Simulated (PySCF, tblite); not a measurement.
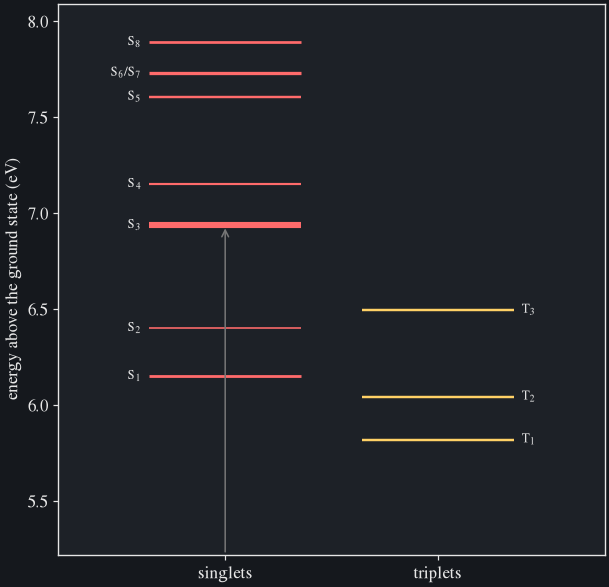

State diagram of C₂H₉FSSi₂, SMILES C[SiH2][C@H](F)[SiH2]S. Vertical TDDFT excitations, ωB97X-D/def2-SVPD with PySCF 2.14.0, at a GFN2-xTB geometry (a minimum by its frequencies), gas phase. Triplets in the Tamm-Dancoff approximation; only the lowest 8 singlets and 3 triplets were computed. Thicker singlet lines are brighter; the arrow marks the brightest. S0, at zero, lies below the range drawn. States within 0.01 eV of each other are merged, with their strengths summed. The highest state may be half of a pair whose partner wasn't computed.

**What is the vertical gap between S1 and T1?**

0.33 eV: S1 at 6.15 eV, T1 at 5.82 eV.

**How many of the triplet levels drawn lie below S1?**

2 of 3 (T1 5.82 eV, T2 6.04 eV, T3 6.50 eV; S1 6.15 eV).

**What character does the calculation give T1?**

Mainly HOMO → LUMO (75 %).

Caveats: the tight-binding geometry is rougher than a DFT one and adds to the error; one conformer of a flexible molecule; core orbitals are frozen in the response.
